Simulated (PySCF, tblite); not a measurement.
# C₆H₉FO: a rotation path, then NMR shifts on frames, part 2 of 2

tblite 0.8.0 and PySCF 2.14.0. Atoms count from 0. The steps go on from the part before.

### 5 Shielding tensors: image 5, PBE0/pcSseg-1

What the job is given:

```
{"job": {"kind": "nmr", "xc": "PBE0", "basis": "pcSseg-1", "pop": false}, "charge": 0, "multiplicity": 1}
C     -2.347800     0.422500    -0.820800
C     -1.250800     0.192700     0.204100
F     -1.474400    -1.024800     0.826200
C      0.168300     0.222900    -0.427400
C      0.876100    -1.098000    -0.325000
C      1.929200    -0.972900     0.461600
C      2.052600     0.447800     0.916700
O      1.003900     1.143500     0.258400
H     -2.334200    -0.377500    -1.557900
H     -2.181200     1.374300    -1.316000
H     -3.321700     0.436400    -0.339200
H     -1.283100     0.944400     1.001700
H      0.074100     0.563800    -1.467600
H      0.503400    -1.974900    -0.817500
H      2.626300    -1.731100     0.762800
H      3.009200     0.899200     0.623900
H      1.943100     0.543800     2.006200
```

Method: GIAO PBE0/pcSseg-1 NMR shielding, non-relativistic, gas phase.

Log:

```text
coarse grid: 14272 points
cycle   1  E = -408.4208191598  dE =  1.127e+00  |g| = 7.152e-01  |ddm| = 3.600e+00
cycle   2  E = -408.3438961323  dE =  7.692e-02  |g| = 1.006e+00  |ddm| = 1.368e+00
cycle   3  E = -408.5137465541  dE = -1.699e-01  |g| = 9.206e-02  |ddm| = 8.521e-01
cycle   4  E = -408.5152470292  dE = -1.500e-03  |g| = 3.601e-02  |ddm| = 8.950e-02
cycle   5  E = -408.5155384997  dE = -2.915e-04  |g| = 7.856e-03  |ddm| = 3.548e-02
cycle   6  E = -408.5155470071  dE = -8.507e-06  |g| = 4.654e-03  |ddm| = 9.716e-03
cycle   7  E = -408.5155520933  dE = -5.086e-06  |g| = 4.862e-04  |ddm| = 3.661e-03
final grid: 138408 points
cycle   8  E = -408.5825564391  dE = -4.018e-05  |g| = 1.256e-02  |ddm| = 3.347e-02
cycle   9  E = -408.5825271633  dE =  2.928e-05  |g| = 1.813e-02  |ddm| = 2.131e-02
cycle  10  E = -408.5825875493  dE = -6.039e-05  |g| = 1.464e-03  |ddm| = 1.269e-02
cycle  11  E = -408.5825880011  dE = -4.519e-07  |g| = 1.894e-04  |ddm| = 1.409e-03
cycle  12  E = -408.5825880073  dE = -6.205e-09  |g| = 7.934e-05  |ddm| = 2.090e-04
cycle  13  E = -408.5825880083  dE = -9.520e-10  |g| = 3.309e-05  |ddm| = 8.161e-05
cycle  14  E = -408.5825880085  dE = -2.327e-10  |g| = 7.148e-06  |ddm| = 3.246e-05
converged SCF energy = -408.5825880085

GIAO shielding tensors (ppm)
atom      isotropic    diamagn.    paramagn.     s11        s22        s33       span
  0 C      163.316     249.174     -85.859    143.697    163.282    182.968     39.271
  1 C       87.397     241.810    -154.413     60.705     73.256    128.230     67.525
  2 F      381.918     475.360     -93.441    361.901    375.232    408.621     46.720
  3 C       89.384     246.902    -157.518     59.800     88.858    119.495     59.695
  4 C       52.668     254.344    -201.676    -57.403     70.708    144.699    202.102
  5 C       52.420     257.506    -205.086    -52.802     68.350    141.714    194.516
  6 C      105.620     243.417    -137.797     65.823     98.934    152.103     86.280
  7 O      274.812     398.140    -123.328    204.542    270.461    349.431    144.889
  8 H       30.317      30.017       0.300     26.739     29.150     35.062      8.323
  9 H       30.602      29.614       0.989     26.652     28.893     36.262      9.609
 10 H       30.105      27.917       2.188     26.301     27.466     36.548     10.247
 11 H       26.828      30.774      -3.946     25.207     26.330     28.946      3.739
 12 H       26.852      31.984      -5.132     23.192     26.597     30.766      7.574
 13 H       25.675      32.000      -6.325     23.472     26.148     27.406      3.935
 14 H       25.667      30.957      -5.290     23.934     25.019     28.046      4.111
 15 H       26.694      27.794      -1.100     22.385     25.076     32.622     10.237
 16 H       26.620      28.775      -2.155     22.523     25.077     32.259      9.736
```

Wall time 23 s (1 thread of Arm Neoverse V1, shared host); peak memory 0.89 GiB.

In short: δ C5 134.5, C4 134.3, C1 99.5, C3 97.5, H14 6.05, H13 6.04 ppm.

### 6 NMR shieldings: image 6, PBE0/pcSseg-1

What the job is given:

```
{"job": {"kind": "nmr", "xc": "PBE0", "basis": "pcSseg-1", "pop": false}, "charge": 0, "multiplicity": 1}
C     -2.337400     0.306800    -0.832900
C     -1.241200     0.295200     0.218900
F     -1.394200    -0.832000     1.009000
C      0.179300     0.319900    -0.402900
C      0.839600    -1.029200    -0.389500
C      1.893400    -0.994400     0.405700
C      2.063700     0.386900     0.956400
O      1.045200     1.162200     0.342400
H     -2.265500    -0.585600    -1.450300
H     -2.227600     1.188200    -1.457600
H     -3.315600     0.326500    -0.360400
H     -1.328700     1.149700     0.900500
H      0.094700     0.736000    -1.416400
H      0.439000    -1.859200    -0.938400
H      2.562500    -1.794800     0.657500
H      3.037300     0.823300     0.699000
H      1.948600     0.412400     2.049100
```

Level: GIAO PBE0/pcSseg-1 NMR shielding, non-relativistic, gas phase.

Log:

```text
coarse grid: 14272 points
cycle   1  E = -408.4208606548  dE =  1.130e+00  |g| = 7.170e-01  |ddm| = 3.600e+00
cycle   2  E = -408.3415910690  dE =  7.927e-02  |g| = 1.014e+00  |ddm| = 1.403e+00
cycle   3  E = -408.5144249835  dE = -1.728e-01  |g| = 9.343e-02  |ddm| = 8.825e-01
cycle   4  E = -408.5159658453  dE = -1.541e-03  |g| = 3.694e-02  |ddm| = 9.243e-02
cycle   5  E = -408.5162723675  dE = -3.065e-04  |g| = 8.548e-03  |ddm| = 3.735e-02
cycle   6  E = -408.5162831566  dE = -1.079e-05  |g| = 4.956e-03  |ddm| = 1.047e-02
cycle   7  E = -408.5162890596  dE = -5.903e-06  |g| = 4.934e-04  |ddm| = 3.881e-03
final grid: 138408 points
cycle   8  E = -408.5837391148  dE = -4.136e-05  |g| = 1.249e-02  |ddm| = 3.260e-02
cycle   9  E = -408.5837099538  dE =  2.916e-05  |g| = 1.803e-02  |ddm| = 2.138e-02
cycle  10  E = -408.5837699095  dE = -5.996e-05  |g| = 1.484e-03  |ddm| = 1.291e-02
cycle  11  E = -408.5837703714  dE = -4.619e-07  |g| = 1.941e-04  |ddm| = 1.481e-03
cycle  12  E = -408.5837703781  dE = -6.633e-09  |g| = 7.560e-05  |ddm| = 2.026e-04
cycle  13  E = -408.5837703790  dE = -8.895e-10  |g| = 3.647e-05  |ddm| = 8.217e-05
cycle  14  E = -408.5837703793  dE = -3.031e-10  |g| = 7.078e-06  |ddm| = 3.552e-05
converged SCF energy = -408.5837703793

GIAO shielding tensors (ppm)
atom      isotropic    diamagn.    paramagn.     s11        s22        s33       span
  0 C      164.546     249.227     -84.680    144.328    165.154    184.158     39.830
  1 C       88.047     241.726    -153.679     62.305     74.897    126.939     64.634
  2 F      384.468     475.841     -91.373    364.835    385.442    403.127     38.293
  3 C       89.494     246.954    -157.460     59.998     87.722    120.761     60.763
  4 C       53.712     254.406    -200.693    -56.296     71.846    145.588    201.884
  5 C       51.334     257.297    -205.963    -55.119     67.380    141.739    196.858
  6 C      105.509     243.532    -138.023     66.597     98.283    151.648     85.051
  7 O      274.306     398.218    -123.912    200.105    271.724    351.091    150.986
  8 H       30.370      30.232       0.138     26.612     29.415     35.084      8.472
  9 H       30.690      29.584       1.106     26.698     28.869     36.503      9.805
 10 H       30.116      27.914       2.202     26.316     27.490     36.542     10.226
 11 H       26.770      30.693      -3.924     24.958     26.325     29.026      4.068
 12 H       26.854      31.900      -5.046     22.748     26.945     30.869      8.121
 13 H       25.703      32.019      -6.317     23.436     26.219     27.452      4.016
 14 H       25.624      30.984      -5.360     23.819     25.007     28.046      4.227
 15 H       26.690      27.767      -1.078     22.398     25.032     32.638     10.240
 16 H       26.603      28.753      -2.150     22.578     25.028     32.202      9.624
```

Run time: 23 s. Hardware: 1 thread of Arm Neoverse V1, shared host; peak memory 0.89 GiB.

In short: δ C5 135.6, C4 133.2, C1 98.9, C3 97.4, H14 6.09, H13 6.01 ppm.

### 7 Nuclear shieldings: image 8, PBE0/pcSseg-1

What the job is given:

```
{"job": {"kind": "nmr", "xc": "PBE0", "basis": "pcSseg-1", "pop": false}, "charge": 0, "multiplicity": 1}
C     -2.272800     0.071700    -0.769500
C     -1.188700     0.510900     0.200400
F     -1.198800    -0.338200     1.293600
C      0.226200     0.510400    -0.423500
C      0.786500    -0.878200    -0.556700
C      1.789100    -1.026300     0.289900
C      2.008600     0.253900     1.033900
O      1.148100     1.195300     0.409700
H     -2.056200    -0.921600    -1.153800
H     -2.335400     0.772500    -1.596400
H     -3.230400     0.041800    -0.255500
H     -1.391100     1.512200     0.601200
H      0.165600     1.047100    -1.380200
H      0.369500    -1.602600    -1.229000
H      2.384800    -1.901000     0.468100
H      3.037900     0.622300     0.960800
H      1.750100     0.141800     2.097200
```

With the program's defaults for keys left out, this is: GIAO PBE0/pcSseg-1 NMR shielding, non-relativistic, gas phase.

Log:

```text
coarse grid: 14272 points
cycle   1  E = -408.4245862679  dE =  1.133e+00  |g| = 7.160e-01  |ddm| = 3.603e+00
cycle   2  E = -408.3434638687  dE =  8.112e-02  |g| = 1.019e+00  |ddm| = 1.407e+00
cycle   3  E = -408.5182472783  dE = -1.748e-01  |g| = 9.563e-02  |ddm| = 8.944e-01
cycle   4  E = -408.5198395915  dE = -1.592e-03  |g| = 3.904e-02  |ddm| = 9.626e-02
cycle   5  E = -408.5201790329  dE = -3.394e-04  |g| = 9.978e-03  |ddm| = 4.075e-02
cycle   6  E = -408.5201957467  dE = -1.671e-05  |g| = 5.345e-03  |ddm| = 1.174e-02
cycle   7  E = -408.5202027102  dE = -6.964e-06  |g| = 5.109e-04  |ddm| = 4.157e-03
final grid: 138408 points
cycle   8  E = -408.5870552501  dE = -3.903e-05  |g| = 1.245e-02  |ddm| = 3.144e-02
cycle   9  E = -408.5870247861  dE =  3.046e-05  |g| = 1.821e-02  |ddm| = 2.123e-02
cycle  10  E = -408.5870855769  dE = -6.079e-05  |g| = 1.440e-03  |ddm| = 1.312e-02
cycle  11  E = -408.5870860172  dE = -4.404e-07  |g| = 2.120e-04  |ddm| = 1.497e-03
cycle  12  E = -408.5870860245  dE = -7.266e-09  |g| = 9.854e-05  |ddm| = 2.182e-04
cycle  13  E = -408.5870860265  dE = -1.978e-09  |g| = 3.845e-05  |ddm| = 1.044e-04
cycle  14  E = -408.5870860268  dE = -3.538e-10  |g| = 6.705e-06  |ddm| = 3.623e-05
converged SCF energy = -408.5870860268

GIAO shielding tensors (ppm)
atom      isotropic    diamagn.    paramagn.     s11        s22        s33       span
  0 C      167.554     249.357     -81.803    150.975    165.220    186.468     35.492
  1 C       90.265     242.213    -151.948     61.858     79.452    129.486     67.628
  2 F      388.252     476.684     -88.432    365.110    393.361    406.285     41.175
  3 C       91.700     247.027    -155.327     60.865     87.889    126.347     65.482
  4 C       55.824     255.256    -199.432    -53.565     74.014    147.025    200.590
  5 C       47.768     256.596    -208.828    -62.356     62.834    142.826    205.182
  6 C      105.561     243.965    -138.405     69.057     97.254    150.370     81.313
  7 O      277.234     397.920    -120.686    205.262    269.433    357.008    151.746
  8 H       30.531      30.739      -0.208     26.244     30.207     35.141      8.896
  9 H       30.803      29.413       1.389     26.841     28.506     37.061     10.220
 10 H       30.181      28.016       2.165     26.256     27.666     36.620     10.364
 11 H       26.781      30.512      -3.732     24.660     26.065     29.616      4.956
 12 H       26.880      31.501      -4.621     22.771     27.346     30.525      7.754
 13 H       25.651      32.172      -6.521     23.092     26.134     27.727      4.634
 14 H       25.440      31.016      -5.576     23.541     24.980     27.800      4.258
 15 H       26.727      27.751      -1.024     22.468     24.957     32.756     10.288
 16 H       26.629      28.918      -2.289     22.931     24.926     32.029      9.098
```

Wall time 23 s (1 thread of Arm Neoverse V1, shared host); peak memory 0.89 GiB.

Key values: δ C5 139.2, C4 131.1, C1 96.7, C3 95.2, H14 6.28, H13 6.07 ppm.

### 8 Side by side: NMR shifts

Shifts (ppm) of some atoms, chosen among heavy atoms and hydrogens apart, with basis size and wall time:

| frame | C4 | C5 | C0 | H11 | H9 | F2 | O7 | functions | time |
| --- | --- | --- | --- | --- | --- | --- | --- | --- | --- |
| image 0 | 137.9 | 134.3 | 21.0 | 4.29 | 1.66 | -218.7 | 43.3 | 181 | 24 s |
| image 2 | 136.8 | 134.5 | 23.2 | 4.37 | 1.41 | -213.4 | 46.6 | 181 | 23 s |
| image 5 | 134.3 | 134.5 | 23.6 | 4.89 | 1.11 | -211.0 | 61.3 | 181 | 23 s |
| image 6 | 133.2 | 135.6 | 22.4 | 4.95 | 1.03 | -213.5 | 61.8 | 181 | 23 s |
| image 8 | 131.1 | 139.2 | 19.4 | 4.94 | 0.91 | -217.3 | 58.8 | 181 | 23 s |

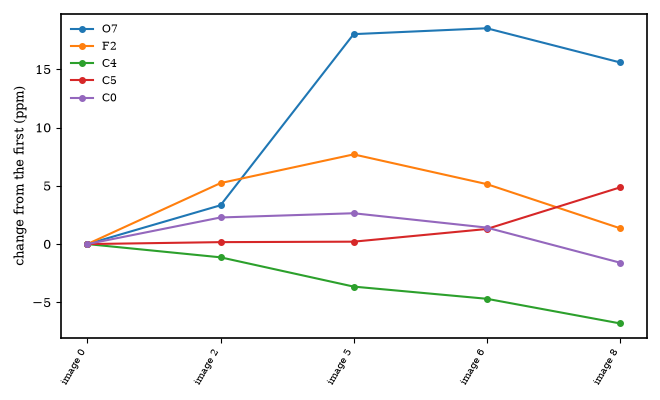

How five of the tabulated atoms move from run to run.

### 9 Outcome

The summary covers parts 1 to 2.

| quantity | value |
| --- | --- |
| barrier | 0.108 eV (2.5 kcal/mol) at image 5 |
| end to end (GFN2-xTB) | 0.066 eV |
| ¹³C shifts against TMS (PBE0/pcSseg-1, image 0) | 137.9, 134.3, 97.1, 94.9, 81.7, 21.0 ppm |
| ¹H shifts against TMS (PBE0/pcSseg-1, image 0) | 6.41, 6.03, 5.07, 5.02, 4.76, 4.29, 1.66, 1.56, 1.19 ppm |
| ¹⁹F shifts against CFCl3 (PBE0/pcSseg-1, image 0) | -218.7 ppm |
| ¹⁷O shifts against H2O (PBE0/pcSseg-1, image 0) | 43.3 ppm |
| range of the shift of O7 | 43.3 to 61.8 ppm |

What this shows: Along the band the dihedral turns by 107°, and the top (dihedral -112°) lies 2.5 kcal/mol above the start (GFN2-xTB, rough), so at room temperature this motion is fast. The top was not checked by a frequency run. Shifts at one fixed geometry are not the observed spectrum, which averages over the motion. In ppm, O7 moves most: its shift spreads over 18.5 ppm, from 43.3 (image 0) to 61.8 (image 6).
